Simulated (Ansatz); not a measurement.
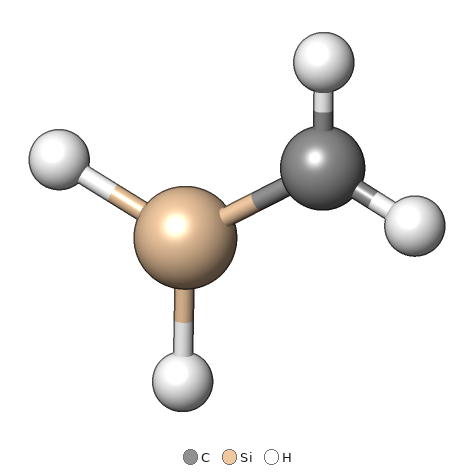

The computed structure is the end point of a PBE0-D4/def2-TZVP optimisation. No frequency run is at hand to confirm it as a minimum.

What does the picture show?

It has 6 atoms: 1 carbon, 4 hydrogen and 1 silicon (CH₄Si). This geometry has C2v symmetry. All atoms lie on one plane. Coordination: 1 C trigonal planar; 1 Si trigonal planar.

More results for the same structure follow; atom numbers are the same in all pictures, views and colours differ.

### Geometry

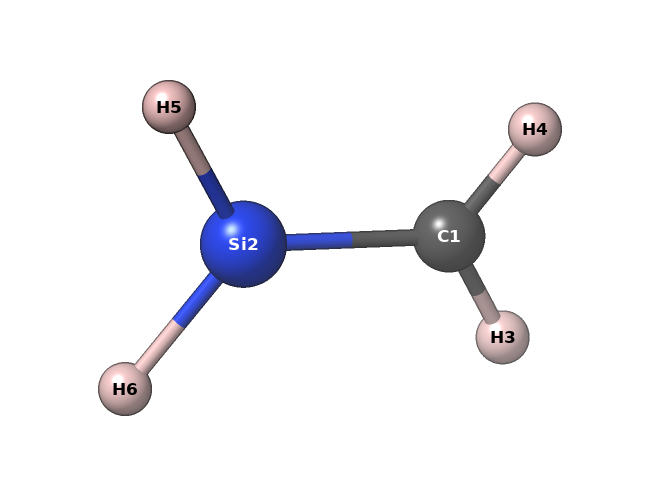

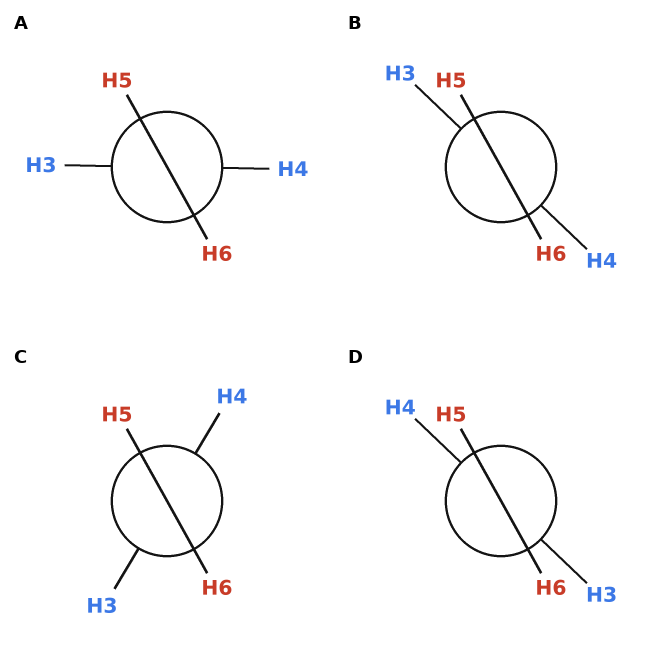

Depth is shown by fading: the farther an atom, the more it takes the colour of the background. Bonds that would overlap in a projection are set slightly apart. No frequency run is at hand to confirm it as a minimum.

Question: Which Newman projection shows the view along Si2–C1, with Si2 in front?

Answer: D. The torsion angle H5–Si2–C1–H3 is 180°, antiperiplanar (anti).

### Electronic properties

No frequency run is at hand to confirm it as a minimum. Method: RKS PBE0-D4/def2-TZVPP (Ansatz 0.2.0).

Question: Give the HOMO energy (Kohn–Sham orbital) at this level.

Answer: −6.62 eV.

Question: Estimate the LUMO energy (Kohn–Sham orbital).

Answer: −1.24 eV.

### Charges

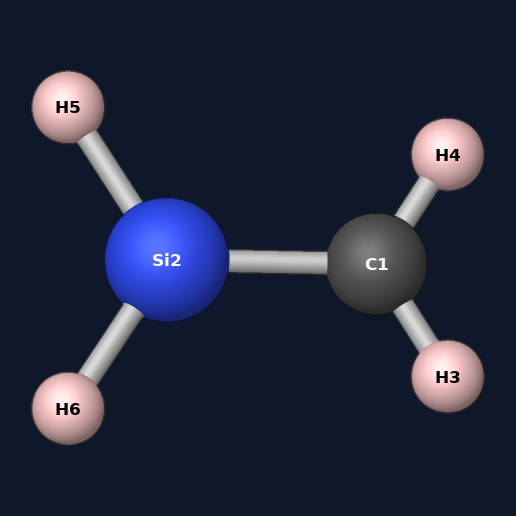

The questions are on Mulliken charges. No frequency run is at hand to confirm it as a minimum. Properties computed with RKS PBE0-D4/def2-TZVP (Ansatz 0.2.0).

List the Mulliken charges.

| atom | value (e) |
| --- | --- |
| C1 | −0.46 |
| Si2 | 0.15 |
| H3 | 0.15 |
| H4 | 0.15 |
| H5 | 0.01 |
| H6 | 0.01 |

### Dipole moment

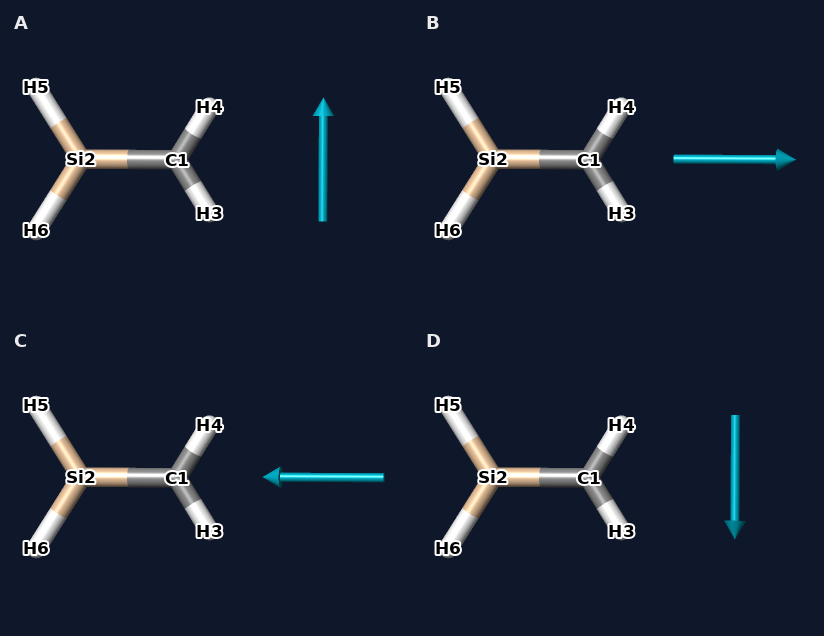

The same molecule four times, each with an arrow. No frequency run is at hand to confirm it as a minimum. Properties computed with RKS PBE0-D4/def2-TZVP (Ansatz 0.2.0).

Question: Which arrow points along the dipole moment, from the negative to the positive end?

Answer: C. The dipole moment is 0.75 D; it points from the side of H3, H4 to the side of H5, H6 (the outermost atoms at the two ends).

Mulliken values depend strongly on the basis set and can even reverse the polarity of a bond.
